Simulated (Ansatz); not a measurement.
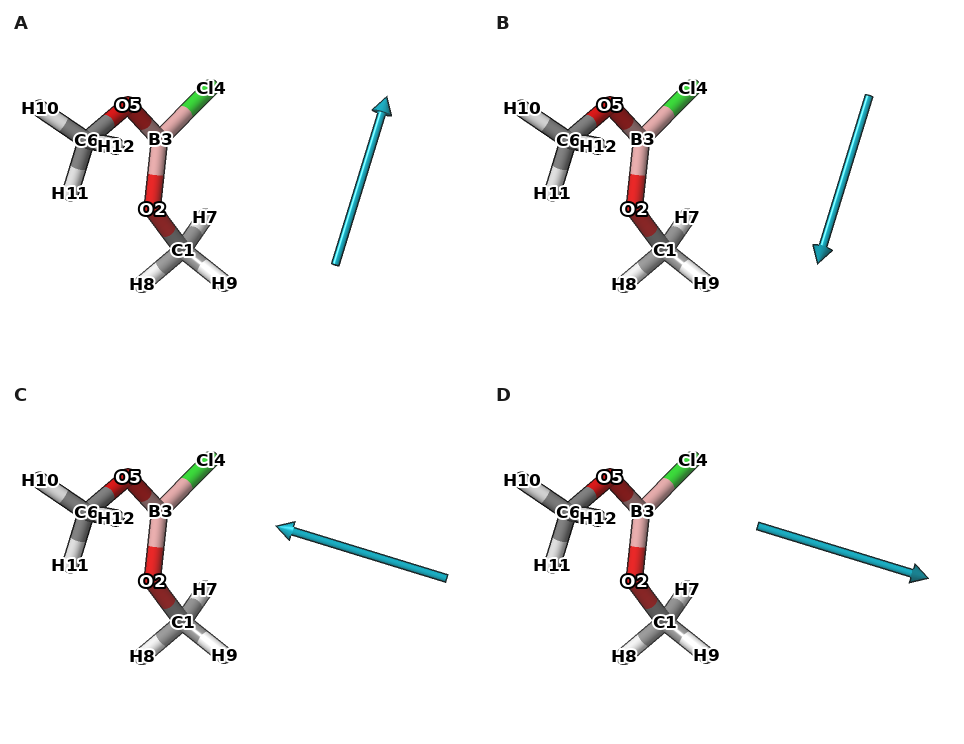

The same molecule four times, each with an arrow. The computed structure is the end point of a PBE-D4/def2-SVP optimisation. No frequency run is at hand to confirm it as a minimum. Properties computed with RKS PBE-D4/def2-SVP (Ansatz 0.2.0).

### Which arrow points along the dipole moment, from the negative to the positive end?

B. The dipole moment is 2.31 D; it points from the side of Cl4 to the side of H8 (the outermost atoms at the two ends).
